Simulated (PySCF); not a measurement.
SMILES [CH3][Al]([CH3])/[CH]=C/[SiH2]Cl (C4H10AlClSi) at its GFN2-xTB optimised geometry (Å):

```
17

Si    -0.3321     0.4168     0.0000
Cl    -0.9374     2.3529     0.0000
C     -1.0205    -0.4197    -1.5400
C     -1.3072    -1.7255    -1.6644
Al    -2.0309    -2.3731    -3.4054
C     -2.2198    -1.0429    -4.8762
C     -2.5339    -4.2890    -3.6079
H     -0.8414    -0.2097     1.2192
H      1.1320     0.4168     0.0000
H     -1.1950     0.2150    -2.4084
H     -1.1320    -2.3529    -0.7878
H     -1.2728    -0.5653    -5.1504
H     -2.6035    -1.5200    -5.7850
H     -2.9126    -0.2292    -4.6358
H     -2.3516    -4.8610    -2.6910
H     -3.5929    -4.4218    -3.8554
H     -1.9739    -4.7881    -4.4063
```

Computed with PBE0/def2-SVP (PySCF). Cells within 0.4 Å of a nucleus heavier than hydrogen are left out (blank, or x).

Map of the log10 of the electron density (e/bohr³), floored at −4 on the plane z = 0.0 Å:

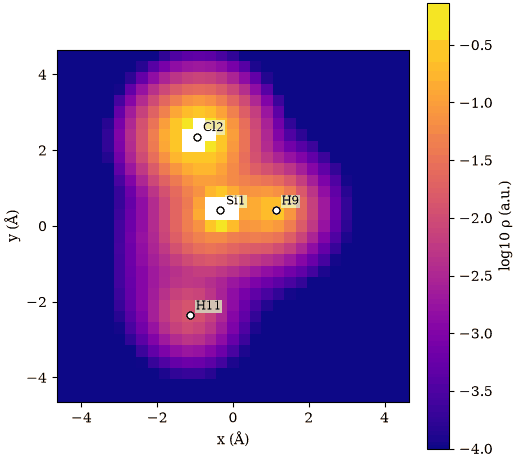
Fig. 1. Log10 of the electron density (e/bohr³), floored at −4 on the plane z = 0.0 Å.
